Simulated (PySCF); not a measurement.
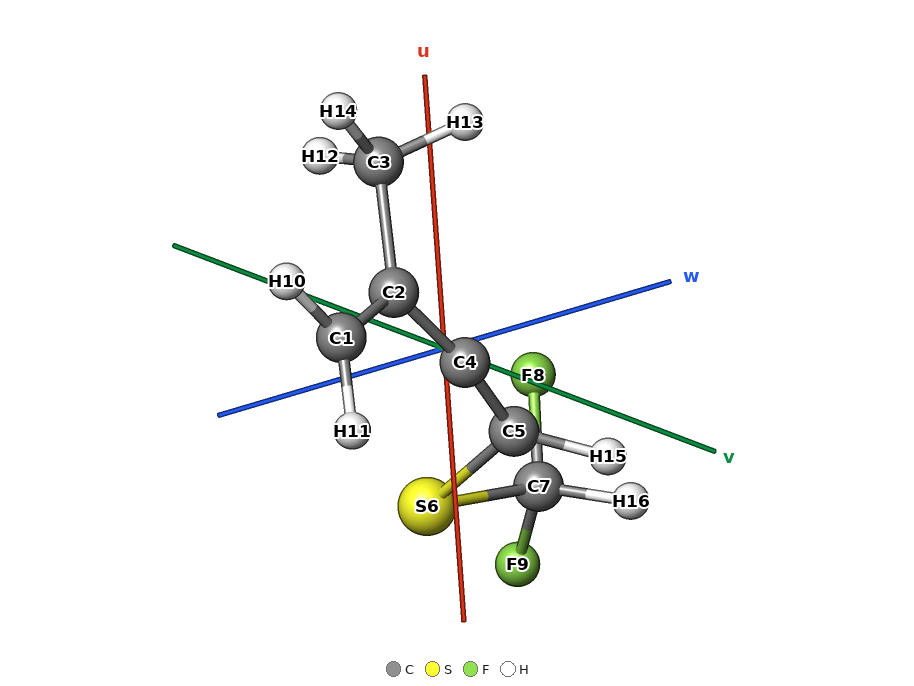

The lines u, v and w are the principal axes of the g tensor. Charge 0, doublet. The geometry was computed by an optimisation with GFN2-xTB. No frequency run is at hand to confirm it as a minimum. Level of theory: UKS B3LYP, pcH-1 on C F H S, non-relativistic, mean-field spin-orbit, GIAO (PySCF 2.14.0).

Along which axis does g lie farthest from the free-electron value?

Along v: the shift is −1504 ppm.

Give the principal values and shifts.

```
axis        g  shift (ppm)
   u  2.00293          613
   v  2.00082        −1504
   w  2.00246          139
```
